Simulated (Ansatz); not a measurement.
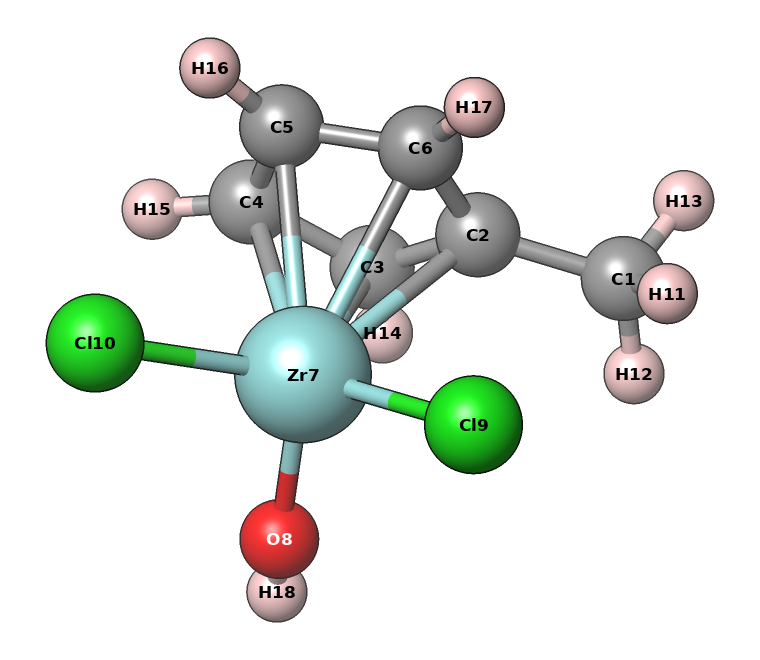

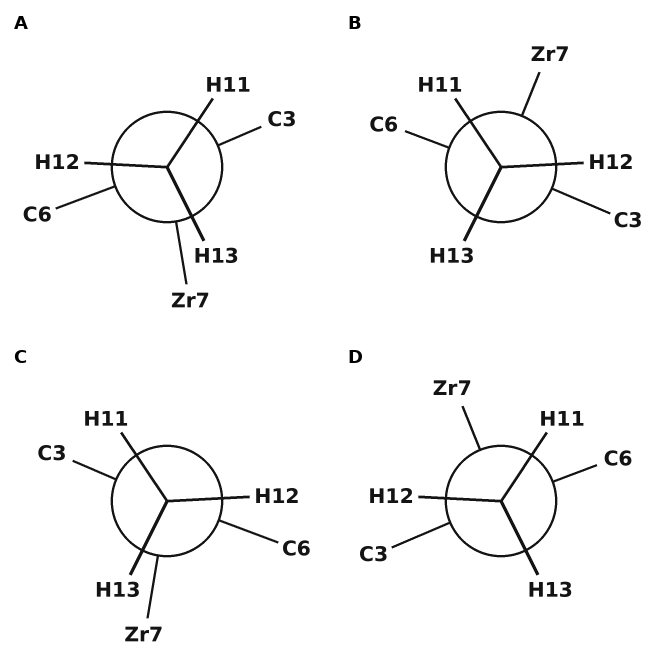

Distant atoms are faded towards the background colour. Bonds that would overlap in a projection are set slightly apart. The species is neutral and a spin singlet. The computed structure is the end point of a PBE0-D4/def2-TZVP optimisation. No frequency run is at hand to confirm it as a minimum.

### Which Newman projection shows the view along C1–C2, with C1 in front?

D. The torsion angle H11–C1–C2–Zr7 is −56°, synclinal (gauche).
